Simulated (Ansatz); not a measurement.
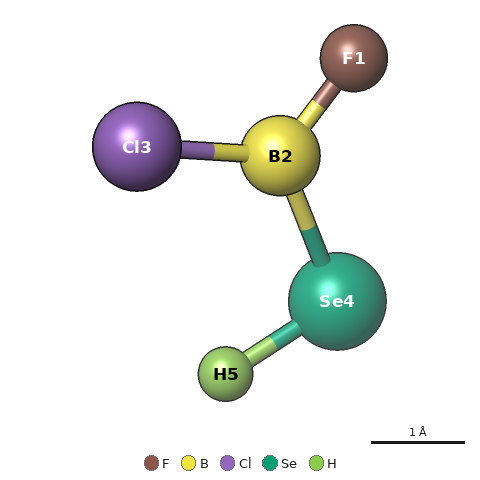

(Drawn from a calculation with Ansatz.)

Orthographic view. Depth is shown by fading: the farther an atom, the more it takes the colour of the background. The species has charge +1 and is a spin doublet. Geometry: the geometry of the neutral molecule.

Give the geometry as a Z-matrix, atoms in numerical order, with these reference atoms: 2 to 1; 3 to 2, 1; 4 to 2, 1, 3; 5 to 4, 2, 1.

```
F  
B    1   1.317
Cl   2   1.748   1   118.6
Se   2   1.936   1   117.5   3   180.0
H    4   1.466   2    94.2   1   180.0
```
